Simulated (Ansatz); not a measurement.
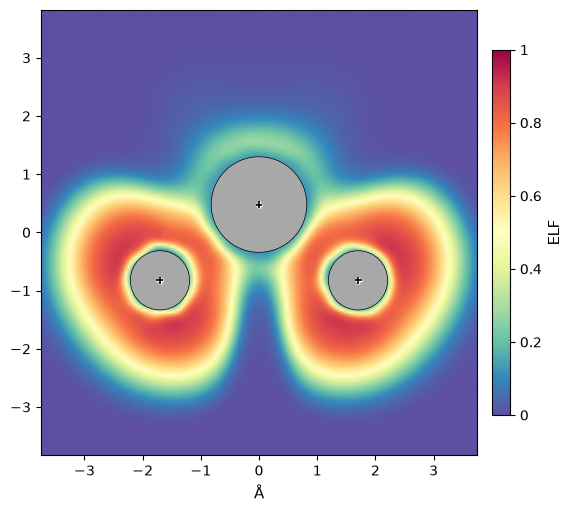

The electron localisation function on a plane through atoms (crosses mark nuclei in the plane; grey discs cover the cores).

These are results of RKS PBE0-D4/def2-TZVPP (Ansatz), not measurements.

Candidates:
A. C4H4F2 (SMILES CC#CC(F)F)
B. CF2InNO (SMILES O=C=[N][In]([F])[F])
C. Cl2GeH2S2 (SMILES [SH][Ge]([SH])([Cl])[Cl])

Which system is this?

Answer. Candidate C: Cl2GeH2S2 on the plane of atoms Cl4, Ge2 and Cl5, which holds Ge and Cl. Ge–Cl (2.14 Å): the ELF peaks at about 0.80 in the valence shell of Cl, 0.9 Å from its nucleus, and is about 0.70 at the midpoint.
